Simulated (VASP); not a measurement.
Band structure of ScRh$_{3}$C (space group Pm-3m). Method: PBEsol GGA, VASP's PBE PAW potentials (set 64) (plane waves; VASP 6.6.1).

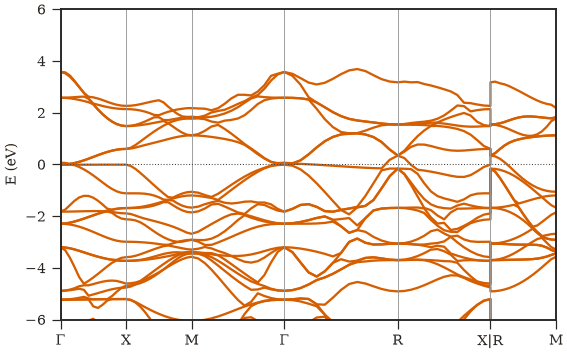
Fig. 1. Bands along high-symmetry lines, zero at the valence-band maximum or, without a gap, the Fermi level

**Question.** Read the plot: is there a gap, and where are the band edges?

**Answer.** It has no gap at this level: it comes out as a metal or semimetal. (Edges off the drawn lines would not show.)

The structure comes from a computed database's ScRh3C entry (Pm-3m); how it stands against other phases isn't given here. It was relaxed first.
